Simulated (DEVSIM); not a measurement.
System: Si n-p junction from an implanted or diffused profile, at 350 K.

| layer (left to right) | material | thickness (μm) | Na (cm⁻³) | τn (s) | τp (s) |
|---|---|---|---|---|---|
| 1 | Si | 120 | 1.3e16 | 1.8e-6 | 1.8e-6 |

Added donor profile: 5.7e18 cm⁻³ × exp(−(x − 0.023 μm)²/(2·(0.085 μm)²)). Left contact: ohmic. Right contact: ohmic. Voltage is applied to the left contact. Recombination: SRH at mid-gap. Mobility is μmin + (μ − μmin)/(1 + (N/Nref)^α).

This is a model device: material constants are rounded textbook-type values typed into the input, and sizes, dopings and lifetimes were drawn at random. Values at 300 K; Nc and Nv go as T^1.5, mobilities as T to minus their exponent, the gap by Varshni's rule with the affinity fixed.

```tsv
parameter	Si
gap (eV)	1.124
affinity (eV)	4.05
permittivity	11.7
Nc (cm⁻³)	2.86e19
Nv (cm⁻³)	3.1e19
μn (cm²/Vs)	1417
μp (cm²/Vs)	470
μn,min	52
μp,min	45
Nref,n	9.7e16
Nref,p	2.2e17
αn	0.68
αp	0.72
T exponent of μn	2.3
T exponent of μp	2.2
Varshni α (eV/K)	0.000473
Varshni β (K)	636
```

Model (solved in DEVSIM): 1D drift-diffusion, Boltzmann statistics, complete ionisation; no tunnelling, impact ionisation, image-force lowering or self-heating.

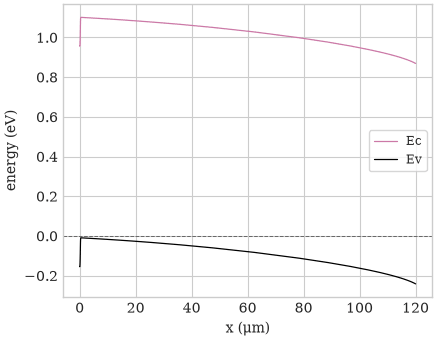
*Band edges at -0.9 V on the left contact*

Energies count from the Fermi level of the right contact; mesh points crowd at the junctions.

```
x (μm)   Ec (eV)  Ev (eV)  n (cm⁻³)  p (cm⁻³)  field (V/cm)
-------  -------  -------  --------  --------  ------------
0.000      0.957   -0.154    5.5e18     26000          -880
0.02621    0.956   -0.155    5.7e18    1.0e14           130
0.06363    0.959   -0.152    5.1e18    2.8e14          1700
0.1171     0.974   -0.136    3.1e18    7.2e14          3900
0.2117     1.030   -0.080    4.8e17    5.5e15          7900
0.2848     1.085   -0.026    7.8e16    3.4e16          4900
0.3596     1.100   -0.010    4.7e16    5.7e16           420
0.4808     1.101   -0.010    4.5e16    5.8e16           ≈ 0
0.7104     1.101   -0.010    4.5e16    5.8e16           ≈ 0
1.277      1.101   -0.010    4.5e16    5.8e16           ≈ 0
2.674      1.099   -0.011    4.4e16    5.7e16           ≈ 0
8.052      1.095   -0.016    4.1e16    5.4e16           ≈ 0
19.39      1.084   -0.026    3.6e16    4.9e16           -10
47.36      1.051   -0.060    2.6e16    3.9e16           -14
96.54      0.957   -0.153    1.2e16    2.5e16           -26
110.5      0.916   -0.195    7.2e15    2.0e16           -36
116.1      0.892   -0.219    3.8e15    1.7e16           -48
118.4      0.880   -0.231    1.8e15    1.5e16           -60
119.6      0.872   -0.238    5.7e14    1.4e16           -70
119.8      0.870   -0.240    2.2e14    1.3e16           -74
120.0      0.870   -0.241    7.2e13    1.3e16           -76
120.0      0.869   -0.242     1.1e7    1.3e16           -76
```
